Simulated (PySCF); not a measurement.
# C₃H₆OSi: what the fields show

Input

```
{"job": {"kind": "uv", "xc": "CAM-B3LYP", "basis": "def2-SVPD", "nstates": 8, "ntriplets": 3}, "charge": 0, "multiplicity": 1}
O      2.183067    -0.765351     0.237953
Si     0.786842    -0.480642    -0.548590
C     -0.013789     1.235157    -0.517908
C     -1.101492     0.824306     0.138191
C     -0.893513    -0.646010     0.388395
H      2.353298    -0.407683     1.105628
H      1.005748    -1.215739    -1.780388
H      0.185903     2.233314    -0.876018
H     -1.969841     1.388618     0.444803
H     -0.864890    -0.899298     1.448886
H     -1.665907    -1.264001    -0.066917
```

Launched as:

```sh
OMP_NUM_THREADS=1 python probes_run.py task.json out
```

Geometry: GFN2-xTB.

The calculation used CAM-B3LYP/def2-SVPD, SCF density, gas phase (PySCF 2.14.0).

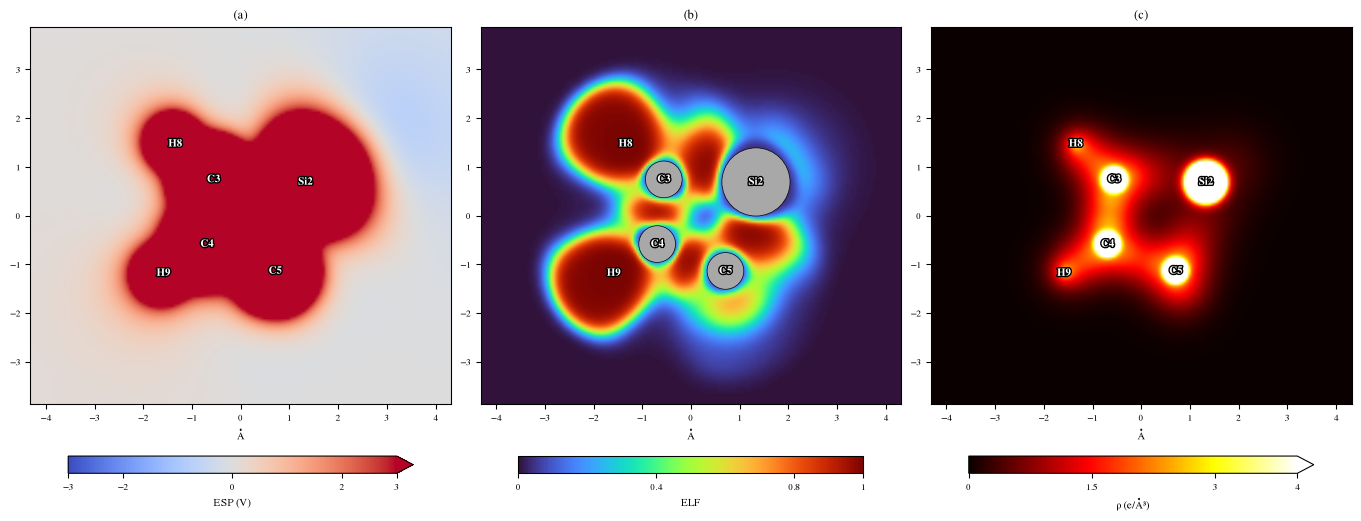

Figure 1. (a) electrostatic potential; (b) ELF; (c) electron density on the plane of atoms Si2, C5 and C4. Grey discs cover the atomic cores in the ELF map.

Read the bonding off the picture.

Answer.
- The plane passes through Si, C and H nuclei.
- C–C (1.34 Å): ρ is about 2.3 e/Å³ halfway; the ELF peaks at about 0.90 between the atoms (a short, multiple covalent bond).
- C–Si (1.89 Å): the density is about 0.9 e/Å³ at the midpoint; the ELF peaks at about 0.95 between the atoms: localised, covalent bonding.
- C–C (1.51 Å): the density is about 1.7 e/Å³ at the midpoint; the ELF peaks at about 0.95 between the atoms: localised, covalent bonding.
- C–H (1.08 Å): ρ is about 2 e/Å³ halfway; the ELF climbs to about 1 towards the hydrogen, as it does in any bond to H: a covalent bond by its length.
- Outside the dense part of the molecule the potential is most negative (−0.7 V) near O1, which lies off the plane.

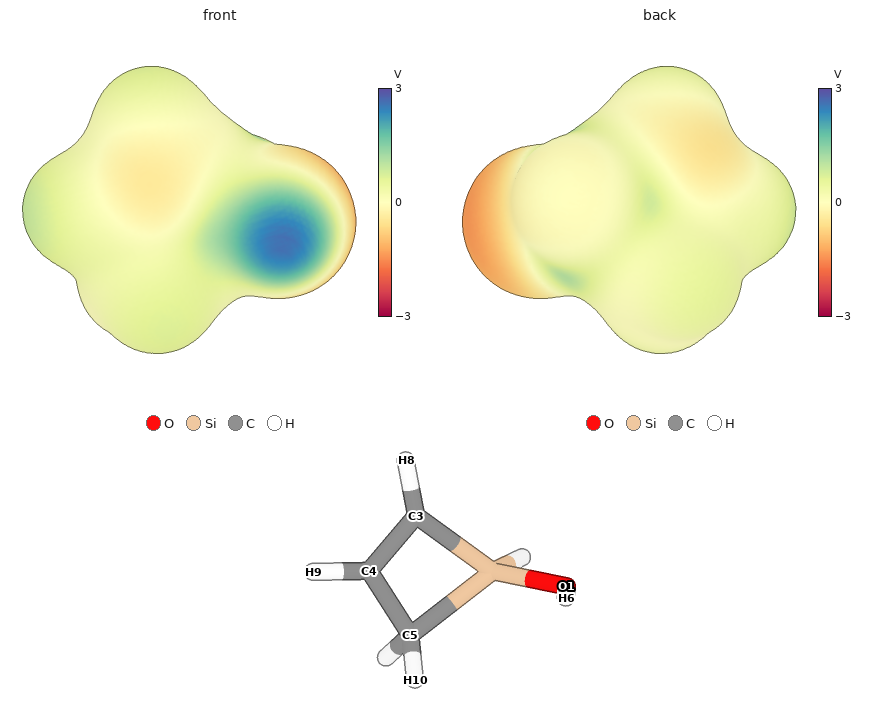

Figure 2. The electrostatic potential painted on the density surface at 0.002 e/bohr³, seen from the front and from behind; the colour scale runs from red (negative) to blue (positive). The bare structure is drawn below in the same view.

Which sites attract a positive test charge, and which a negative one?

Answer. A positive charge is drawn to the negative regions and a negative charge to the positive ones. The most negative region (about −1.3 V) lies over O1, the most positive (about +2.6 V) over H6. O1 is the likeliest acceptor of a hydrogen bond.

How polar is the molecule by this calculation?

Answer. Its dipole moment is 1.47 D.
